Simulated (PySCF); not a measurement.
**Geometry relaxation of CH$_{10}$Si$_{2}$ (part 1 of 4)**

The run: geometry relaxation of CH$_{10}$Si$_{2}$. Method and program: RKS PBE0-D4/def2-TZVP, density fitting (PySCF 2.14.0).

The geometry is a transition state displaced along its imaginary mode. The reaction was set up to form Si1–C7 and Si2–H6 and to break Si1–Si2 and H6–C7 (atoms counted from 1 in the order of the input); sticks are drawn by distance alone.

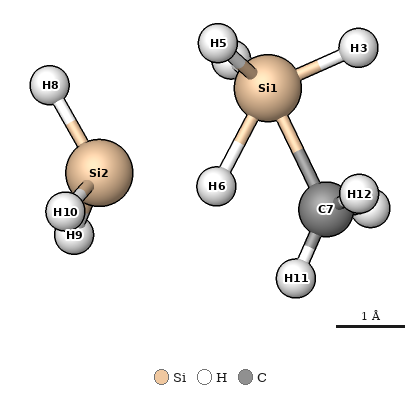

**Figure 1.** The starting structure (ball-and-stick view, seen at a tilt; atoms are numbered from 1 in the order of the input). Bond lengths as drawn: C–H 1.06 to 1.12 Å, C–Si 2.02 Å and H–Si 1.48 to 1.66 Å.

Key numbers

| quantity | value |
| --- | --- |
| outcome | converged |
| total energy | −16947.6046 eV |
| largest force (length of the vector) at the end | 0.009 eV/Å |
| hardware | 4 threads of Arm Neoverse V2, 23 GiB of memory available, shared host |
| wall time | 8.7 min (CPU time 32 min) |
| peak memory | 1.6 GiB |

The input
```python
import json, numpy as np
from pyscf import gto, scf, dft, mp, cc
EV, BOHR = 27.211386245988, 0.529177210903
mol = gto.M(atom="""
Si -0.331138 0.925158 0.658800
Si 1.457912 -1.189011 0.232256
H -1.274792 2.053066 0.781043
H -0.454362 0.154999 2.005015
H 1.022213 1.626018 0.490159
H 0.058560 -0.308775 -0.381954
C -1.351862 0.347758 -0.984960
H 2.280384 -0.838010 1.454665
H 1.002326 -2.600623 0.399332
H 2.359842 -1.125557 -0.936633
H -1.186096 -0.514717 -1.685030
H -1.258885 1.254682 -1.526659
H -2.324002 0.214913 -0.505833
""", basis="def2-tzvp", charge=0, spin=0, max_memory=8670, verbose=0)
def mean_field(mol, dm=None):
    mf = dft.RKS(mol, xc="pbe0").density_fit()
    mf.conv_tol = 1e-9; mf.grids.level = 4
    mf.kernel(dm0=dm)
    if not mf.converged: mf = mf.newton().run(mf.mo_coeff, mf.mo_occ)
    assert mf.converged
    return mf
def d4(mol):
    from pyscf.dispersion.dftd4 import DFTD4Dispersion
    real = gto.M(atom=[(mol.atom_pure_symbol(i), mol.atom_coord(i)) for i in range(13)], unit='B', charge=mol.charge, spin=None, basis='def2-svp', verbose=0)
    r = DFTD4Dispersion(real, xc="pbe0", atm=True).get_dispersion(grad=True); return r["energy"], r["gradient"]
def energy_and_gradient(mol, dm=None):
    mf = mean_field(mol, dm); e, g = d4(mol)
    return mf, (mf.e_tot + e) * EV, (mf.nuc_grad_method().kernel()[:13] + g) * EV / BOHR
out = {}
# rational-function steps on a BFGS-updated Hessian; the first Hessian (eV/A^2) comes from GFN2-xTB
H = np.load("h0.npy"); x = mol.atom_coords(unit="A").ravel(); dm = old = None; trust = 0.2; steps = []
for it in range(90):
    mol.set_geom_(x.reshape(-1, 3), unit="A"); mf, e, g = energy_and_gradient(mol, dm); g = g.ravel(); dm = mf.make_rdm1()
    print(f"relax step {it + 1}: E = {e:.6f} eV, largest force component {abs(g).max():.4f} eV/A", flush=True); steps.append([e, x.reshape(-1, 3).tolist(), (-g).reshape(-1, 3).tolist()])
    if abs(g).max() < 0.008: out['converged'] = True; break
    if old is not None:
        s, z = x - old[0], g - old[1]
        if s @ z > 1e-8: H = H + np.outer(z, z) / (s @ z) - np.outer(H @ s, H @ s) / (s @ H @ s)
        trust = max(0.03, trust / 2) if e > old[2] + 1e-4 else min(0.35, trust * 1.3)
    w, V = np.linalg.eigh(H); w = np.maximum(abs(w), 0.08); f = V.T @ g; M = np.diag(np.append(w, 0.0)); M[-1, :-1] = M[:-1, -1] = f
    dx = V @ (-f / (w - np.linalg.eigvalsh(M)[0])); big = np.linalg.norm(dx.reshape(-1, 3), axis=1).max(); dx *= min(1, trust / big)
    old = (x, g, e); x = x + dx
out.update(energy=e, forces=steps[-1][2], positions=steps[-1][1], steps=steps)
out['s2'] = mf.spin_square()[0]; out['nelec'] = mol.nelec
print(f"Total energy {out['energy']:.6f} eV, <S^2> {out['s2']:.4f}")
json.dump(out, open("out.json", "w"), default=float)
```

Command:
```bash
OMP_NUM_THREADS=4 python run.py
```

Output
```
relax step 1: E = -16945.053176 eV, largest force component 2.2732 eV/A
relax step 2: E = -16945.915809 eV, largest force component 1.6626 eV/A
relax step 3: E = -16946.618917 eV, largest force component 2.3540 eV/A
relax step 4: E = -16947.054524 eV, largest force component 1.2708 eV/A
relax step 5: E = -16947.329719 eV, largest force component 0.5566 eV/A
relax step 6: E = -16947.462584 eV, largest force component 0.7150 eV/A
relax step 7: E = -16947.529189 eV, largest force component 0.5330 eV/A
relax step 8: E = -16947.546783 eV, largest force component 0.5437 eV/A
relax step 9: E = -16947.561276 eV, largest force component 0.6166 eV/A
relax step 10: E = -16947.539839 eV, largest force component 0.7805 eV/A
relax step 11: E = -16947.577794 eV, largest force component 0.3989 eV/A
relax step 12: E = -16947.565974 eV, largest force component 0.5343 eV/A
relax step 13: E = -16947.584726 eV, largest force component 0.1911 eV/A
relax step 14: E = -16947.572836 eV, largest force component 0.4196 eV/A
relax step 15: E = -16947.588376 eV, largest force component 0.1098 eV/A
relax step 16: E = -16947.583752 eV, largest force component 0.2537 eV/A
relax step 17: E = -16947.590053 eV, largest force component 0.0735 eV/A
relax step 18: E = -16947.590509 eV, largest force component 0.0924 eV/A
relax step 19: E = -16947.591671 eV, largest force component 0.0429 eV/A
relax step 20: E = -16947.592427 eV, largest force component 0.0460 eV/A
relax step 21: E = -16947.592589 eV, largest force component 0.0754 eV/A
relax step 22: E = -16947.592827 eV, largest force component 0.0184 eV/A
relax step 23: E = -16947.592946 eV, largest force component 0.0281 eV/A
relax step 24: E = -16947.593188 eV, largest force component 0.0379 eV/A
relax step 25: E = -16947.594138 eV, largest force component 0.0305 eV/A
relax step 26: E = -16947.594926 eV, largest force component 0.0267 eV/A
relax step 27: E = -16947.595661 eV, largest force component 0.0251 eV/A
relax step 28: E = -16947.596088 eV, largest force component 0.0283 eV/A
relax step 29: E = -16947.596223 eV, largest force component 0.0483 eV/A
relax step 30: E = -16947.596458 eV, largest force component 0.0200 eV/A
relax step 31: E = -16947.596561 eV, largest force component 0.0156 eV/A
relax step 32: E = -16947.596694 eV, largest force component 0.0146 eV/A
relax step 33: E = -16947.596870 eV, largest force component 0.0197 eV/A
relax step 34: E = -16947.597068 eV, largest force component 0.0245 eV/A
relax step 35: E = -16947.597395 eV, largest force component 0.0256 eV/A
relax step 36: E = -16947.597828 eV, largest force component 0.0279 eV/A
relax step 37: E = -16947.598329 eV, largest force component 0.0310 eV/A
relax step 38: E = -16947.598802 eV, largest force component 0.0483 eV/A
relax step 39: E = -16947.599217 eV, largest force component 0.0508 eV/A
relax step 40: E = -16947.599737 eV, largest force component 0.0464 eV/A
relax step 41: E = -16947.600575 eV, largest force component 0.0388 eV/A
relax step 42: E = -16947.601096 eV, largest force component 0.0431 eV/A
relax step 43: E = -16947.598698 eV, largest force component 0.2434 eV/A
relax step 44: E = -16947.602280 eV, largest force component 0.0546 eV/A
relax step 45: E = -16947.602593 eV, largest force component 0.0458 eV/A
relax step 46: E = -16947.603177 eV, largest force component 0.0264 eV/A
relax step 47: E = -16947.603581 eV, largest force component 0.0186 eV/A
relax step 48: E = -16947.603929 eV, largest force component 0.0433 eV/A
relax step 49: E = -16947.603992 eV, largest force component 0.0671 eV/A
relax step 50: E = -16947.604355 eV, largest force component 0.0101 eV/A
relax step 51: E = -16947.604430 eV, largest force component 0.0197 eV/A
relax step 52: E = -16947.604494 eV, largest force component 0.0141 eV/A
relax step 53: E = -16947.604521 eV, largest force component 0.0162 eV/A
relax step 54: E = -16947.604572 eV, largest force component 0.0091 eV/A
relax step 55: E = -16947.604605 eV, largest force component 0.0071 eV/A
```

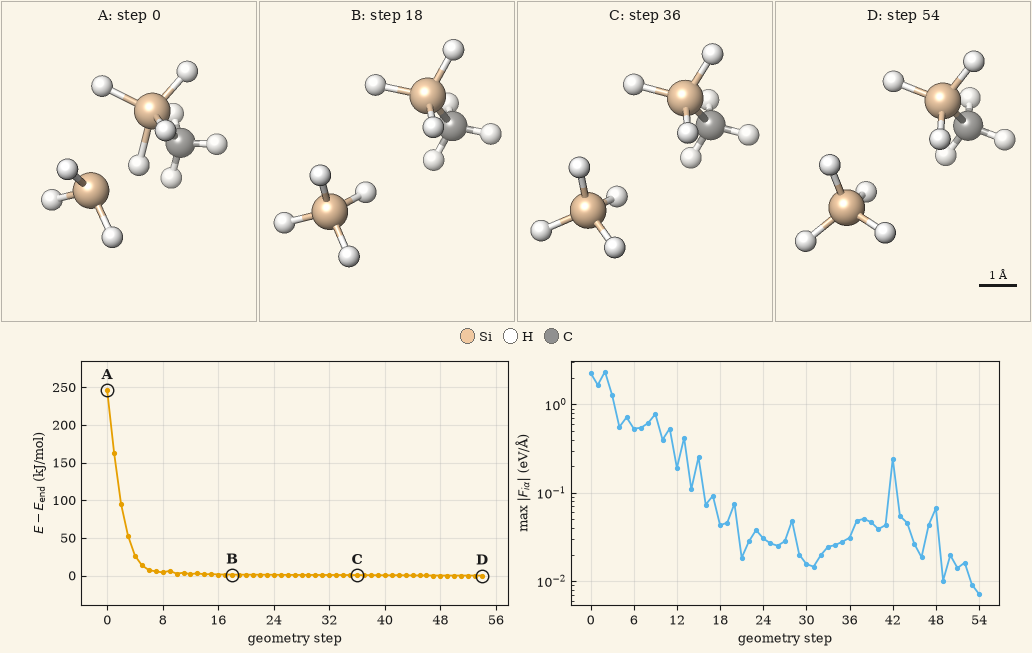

**Figure 2.** Frames of the relaxation (ball-and-stick view, seen at a tilt) above the curves, on which the letters mark them (the first geometry is step 0 here and step 1 in the log).

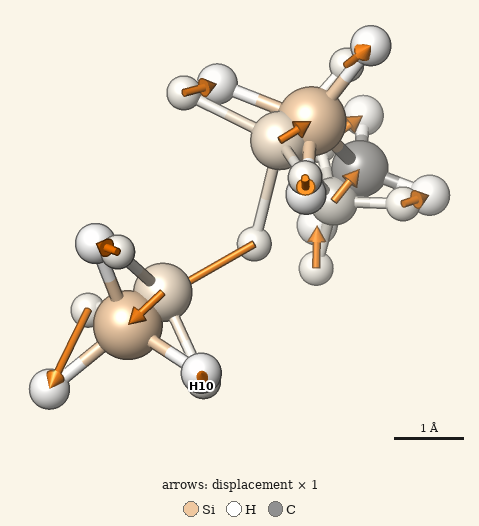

**Figure 3.** Start (faint) and end (solid) with the displacements as orange arrows, at true length (ball-and-stick view, seen at a tilt). The two geometries are laid on each other by the best rigid fit. The energy falls by 246.2 kJ/mol in 54 geometry steps. The largest force component goes from 2.3 to 0.0071 eV/Å. The atom that moves furthest after the best rigid fit is H9 (1.56 Å). By element the largest moves are H 1.56 Å, Si 0.71 Å, C 0.62 Å. Among the contacts that change: Si1–H6 1.661 → 3.378 Å, Si2–H6 1.764 → 1.486 Å, Si1–C7 2.019 → 1.870 Å, Si1–H4 1.556 → 1.488 Å. Bonds break: Si1–H6 (1.66 → 3.38 Å). Among the angles that change: H3–Si1–C7 87.9° → 110.8°, Si1–C7–H11 130.7° → 110.7°, Si1–C7–H12 97.3° → 110.7°. (Atoms are counted from 1 in the order of the input.)

```
Total energy -16947.604605 eV, <S^2> 0.0000
```

Trajectory as extended XYZ (Å, eV, eV/Å), 55 frames, from step=1 to step=55
```
13
Properties=species:S:1:pos:R:3:forces:R:3 step=1 energy=-16945.05318
Si   -0.3311    0.9252    0.6588   -0.4287   0.4821   0.0923
Si    1.4579   -1.1890    0.2323   -0.2496  -0.0183  -0.1892
H    -1.2748    2.0531    0.7810   -0.3109   0.5918   0.4438
H    -0.4544    0.1550    2.0050    0.1068   0.2630  -1.1304
H     1.0222    1.6260    0.4902   -0.6138  -0.4734  -0.0183
H     0.0586   -0.3088   -0.3820    2.2732  -1.9375   0.7816
C    -1.3519    0.3478   -0.9850   -0.0832  -0.8345   0.7495
H     2.2804   -0.8380    1.4547   -0.4399   0.0917  -0.3503
H     1.0023   -2.6006    0.3993   -0.0154   0.0237  -0.0013
H     2.3598   -1.1256   -0.9366    0.2164  -0.0369  -0.1719
H    -1.1861   -0.5147   -1.6850    0.1778   0.6352   0.8326
H    -1.2589    1.2547   -1.5267   -0.3824   0.9821  -0.7222
H    -2.3240    0.2149   -0.5058   -0.2502   0.2311  -0.3161
13
Properties=species:S:1:pos:R:3:forces:R:3 step=2 energy=-16945.91581
Si   -0.3817    0.9631    0.6352   -0.3504   0.1201  -0.2569
Si    1.4469   -1.1982    0.2151    0.5848  -0.5521   0.0850
H    -1.2888    2.0878    0.8198   -0.4008   0.8180   0.5019
H    -0.4472    0.1562    1.9437    0.0427   0.1958  -0.8796
H     0.9974    1.5988    0.4741   -0.5419  -0.4210  -0.0667
H     0.1882   -0.4474   -0.3189    1.6626  -1.1965   0.7067
C    -1.3502    0.3763   -0.9592   -0.1594  -0.3627   0.4311
H     2.2645   -0.8299    1.4425   -0.5950   0.1491  -0.4357
H     1.0092   -2.6058    0.4088   -0.0072  -0.0687  -0.0219
H     2.3621   -1.1195   -0.9409    0.2164  -0.0722  -0.1779
H    -1.1647   -0.4846   -1.6522    0.2739   0.5824   0.8930
H    -1.2943    1.2764   -1.5457   -0.4603   0.5400  -0.4312
H    -2.3413    0.2265   -0.5222   -0.2654   0.2678  -0.3482
13
Properties=species:S:1:pos:R:3:forces:R:3 step=3 energy=-16946.61892
Si   -0.4675    1.0101    0.5822    0.4408   0.4551   0.7974
Si    1.5041   -1.2650    0.1989    2.3540  -1.4874   0.8213
H    -1.3063    2.1731    0.8952   -0.2406   0.5032   0.2975
H    -0.4535    0.1596    1.8379   -0.1326   0.0934  -0.5029
H     0.9449    1.5574    0.4490   -0.4946  -0.2133  -0.1828
H     0.3911   -0.5660   -0.2077   -1.3018   0.7063  -0.4477
C    -1.3774    0.4227   -0.9227   -0.5462  -0.1265  -0.8665
H     2.2269   -0.8118    1.4322   -0.2993   0.0496  -0.2564
H     1.0284   -2.6472    0.4042    0.0917  -0.2774  -0.0039
H     2.4073   -1.1534   -0.9602    0.2964  -0.1652  -0.1475
H    -1.1277   -0.4441   -1.5660    0.2115   0.3930   0.6625
H    -1.3698    1.3038   -1.5812   -0.3056  -0.1080   0.0518
H    -2.4004    0.2608   -0.5616   -0.0738   0.1776  -0.2231
13
Properties=species:S:1:pos:R:3:forces:R:3 step=4 energy=-16947.05452
Si   -0.5353    1.0898    0.5779   -0.6204   0.9394   0.0589
Si    1.6779   -1.4015    0.2229   -1.0995   0.6745  -0.4638
H    -1.3495    2.2836    1.0252    0.2073  -0.1535  -0.0563
H    -0.4976    0.1634    1.6795   -0.1546  -0.5462   0.7638
H     0.8392    1.5239    0.3630    0.4737   0.3148  -0.1966
H     0.3793   -0.6571   -0.1500    1.2708  -0.8130   0.1879
C    -1.4437    0.4937   -0.9207   -0.7211   1.1742  -0.8425
H     2.2773   -0.8177    1.4471    0.0300  -0.0710  -0.0411
H     1.1737   -2.7681    0.4310    0.2920  -0.3776   0.0699
H     2.5530   -1.2435   -0.9649    0.1788  -0.1977   0.0980
H    -1.1279   -0.3683   -1.4899    0.2654  -0.2066   0.0402
H    -1.4695    1.3730   -1.6223   -0.0669  -0.7323   0.4767
H    -2.4768    0.3288   -0.5988   -0.0550  -0.0053  -0.0951
13
Properties=species:S:1:pos:R:3:forces:R:3 step=5 energy=-16947.32972
Si   -0.6112    1.1749    0.6035   -0.0247  -0.5205   0.0583
Si    1.6988   -1.4634    0.2163   -0.2425   0.2205   0.0407
H    -1.3807    2.3629    1.0780    0.0830  -0.0129   0.0283
H    -0.5786    0.1205    1.7021   -0.1274   0.5338  -0.3246
H     0.8090    1.5615    0.3175   -0.2451   0.1000   0.0837
H     0.4533   -0.7075   -0.1387    0.5439  -0.5566  -0.0726
C    -1.4971    0.5614   -0.9555   -0.1448   0.4354   0.0065
H     2.2539   -0.8302    1.4517    0.0123  -0.1829  -0.1704
H     1.3282   -2.8851    0.4493    0.0959   0.0299   0.0369
H     2.6570   -1.3615   -0.9155    0.0359  -0.0294   0.0631
H    -1.0912   -0.3234   -1.4681   -0.0931   0.3609   0.2958
H    -1.4960    1.4142   -1.6566   -0.0331  -0.3225   0.0769
H    -2.5451    0.3758   -0.6839    0.1395  -0.0555  -0.1227
13
Properties=species:S:1:pos:R:3:forces:R:3 step=6 energy=-16947.46258
Si   -0.6617    1.2032    0.5747    0.1785   0.5941  -0.1161
Si    1.7319   -1.5205    0.2417    0.7150  -0.6663   0.0966
H    -1.3420    2.4443    1.0582    0.0301  -0.0763   0.0007
H    -0.6821    0.2207    1.6701    0.0009  -0.1852   0.2001
H     0.7623    1.5748    0.2637   -0.2554  -0.0773   0.0977
H     0.5358   -0.8249   -0.2117   -0.2675  -0.0269  -0.1539
C    -1.5590    0.6252   -0.9537   -0.1640  -0.1368  -0.0840
H     2.2778   -0.8916    1.4674   -0.0585   0.0710   0.0248
H     1.4440   -2.9656    0.5341   -0.0471   0.2883  -0.0717
H     2.7699   -1.4657   -0.8297   -0.1045   0.0276   0.0615
H    -1.1391   -0.2764   -1.4146   -0.0983   0.1885   0.1245
H    -1.5258    1.4332   -1.6841   -0.0082   0.0454  -0.1436
H    -2.6127    0.4444   -0.7163    0.0787  -0.0460  -0.0369
13
Properties=species:S:1:pos:R:3:forces:R:3 step=7 energy=-16947.52919
Si   -0.7092    1.2440    0.5597   -0.3154  -0.0404   0.5330
Si    1.8231   -1.5741    0.2492    0.3572  -0.1013   0.0569
H    -1.3859    2.4558    1.0923   -0.0370   0.0570   0.0273
H    -0.7257    0.2107    1.6530   -0.0149   0.1640  -0.2358
H     0.6881    1.6069    0.2931    0.3387   0.0679  -0.1044
H     0.6089   -0.9149   -0.2500   -0.1133   0.0162  -0.0840
C    -1.6037    0.6798   -0.9692   -0.1604  -0.1288  -0.0971
H     2.3076   -0.9178    1.4912   -0.0657   0.0196  -0.0426
H     1.5181   -2.9942    0.5325   -0.0150  -0.0992   0.0137
H     2.8818   -1.4932   -0.7923   -0.0271  -0.0086   0.0200
H    -1.1418   -0.1996   -1.4158    0.0479  -0.0186  -0.0602
H    -1.6253    1.4767   -1.7124    0.0352   0.0549  -0.0700
H    -2.6380    0.4221   -0.7329   -0.0299   0.0172   0.0433
13
Properties=species:S:1:pos:R:3:forces:R:3 step=8 energy=-16947.54678
Si   -0.7657    1.3357    0.5462    0.4284  -0.1283  -0.5279
Si    1.9015   -1.6657    0.2947   -0.3263   0.4097   0.2641
H    -1.3780    2.5787    1.0405   -0.1260   0.2746   0.0840
H    -0.7870    0.3436    1.6401   -0.0675  -0.1407   0.1335
H     0.6857    1.6015    0.2218   -0.3739   0.0077   0.0800
H     0.6294   -1.0679   -0.2131    0.2147  -0.1082   0.0203
C    -1.6651    0.7052   -0.9858    0.5437   0.1860  -0.3434
H     2.3244   -0.9087    1.5219   -0.0570  -0.2127  -0.2566
H     1.6254   -3.0798    0.6166    0.0772  -0.1601   0.0678
H     2.9365   -1.5609   -0.7502    0.1479  -0.0167  -0.1065
H    -1.1957   -0.2254   -1.3396   -0.1678   0.2112   0.1090
H    -1.6006    1.4371   -1.8158   -0.0556  -0.2808   0.4381
H    -2.7112    0.5086   -0.7788   -0.2381  -0.0416   0.0375
13
Properties=species:S:1:pos:R:3:forces:R:3 step=9 energy=-16947.56128
Si   -0.7853    1.3370    0.5668    0.1657   0.0483   0.0039
Si    1.9269   -1.7047    0.2664   -0.2342   0.0433  -0.1678
H    -1.3738    2.5991    1.1319    0.0479  -0.2363  -0.1124
H    -0.8427    0.2634    1.6020   -0.0126   0.1185   0.0037
H     0.6655    1.6014    0.2667   -0.2824  -0.0106   0.0509
H     0.6766   -1.0890   -0.2744    0.1912  -0.1319   0.0487
C    -1.6812    0.7698   -0.9825   -0.2382   0.1837   0.6166
H     2.3273   -0.9941    1.4970    0.0404   0.0662   0.1083
H     1.6654   -3.1320    0.5754    0.0196  -0.0283  -0.0027
H     3.0010   -1.5962   -0.7517    0.0176  -0.0125  -0.0033
H    -1.1951   -0.0950   -1.3947    0.3017  -0.5119  -0.2103
H    -1.6653    1.5441   -1.7315   -0.0654   0.3786  -0.3528
H    -2.7198    0.4984   -0.7730    0.0484   0.0931   0.0171
13
Properties=species:S:1:pos:R:3:forces:R:3 step=10 energy=-16947.53984
Si   -0.8299    1.3491    0.5467   -0.7274  -0.3897   0.0659
Si    1.9585   -1.6614    0.3040    0.2501  -0.4010  -0.0721
H    -1.5014    2.5484    1.0850   -0.1455   0.1899   0.0378
H    -0.8892    0.2955    1.5968    0.0865   0.0179   0.0183
H     0.5469    1.6983    0.2723    0.7805   0.1590  -0.0946
H     0.7243   -1.0791   -0.2740   -0.0017  -0.0642  -0.0018
C    -1.6571    0.7253   -1.0117   -0.3683  -0.6993   0.0559
H     2.3399   -0.9250    1.5326   -0.0163   0.0356   0.0077
H     1.7555   -3.1137    0.6373   -0.0482   0.3281  -0.0577
H     3.0646   -1.5809   -0.6997   -0.1447   0.0555   0.1180
H    -1.0912   -0.1413   -1.4183   -0.3323   0.5605   0.1301
H    -1.7286    1.5078   -1.7627    0.1245   0.0605  -0.1854
H    -2.6934    0.3812   -0.8102    0.5425   0.1471  -0.0223
13
Properties=species:S:1:pos:R:3:forces:R:3 step=11 energy=-16947.57779
Si   -0.8006    1.3428    0.5427    0.0046   0.0518   0.1573
Si    1.9458   -1.6939    0.2810    0.0703  -0.1065   0.0350
H    -1.4427    2.5651    1.0864   -0.0369   0.0962  -0.0021
H    -0.8224    0.3212    1.6260   -0.0008  -0.0275  -0.0512
H     0.6120    1.6568    0.2272    0.1295   0.0436   0.0049
H     0.6943   -1.1180   -0.2633   -0.0160  -0.0265  -0.0262
C    -1.6859    0.7465   -0.9819    0.2401   0.1168  -0.2839
H     2.3507   -0.9499    1.4989   -0.0215   0.0063   0.0070
H     1.7243   -3.1275    0.6190    0.0048   0.0801  -0.0165
H     3.0199   -1.5900   -0.7390   -0.0068  -0.0002  -0.0105
H    -1.2002   -0.1511   -1.3665   -0.0034  -0.0433  -0.0532
H    -1.6842    1.5012   -1.7789    0.0347  -0.0928   0.1722
H    -2.7131    0.5015   -0.7543   -0.3989  -0.0978   0.0671
```
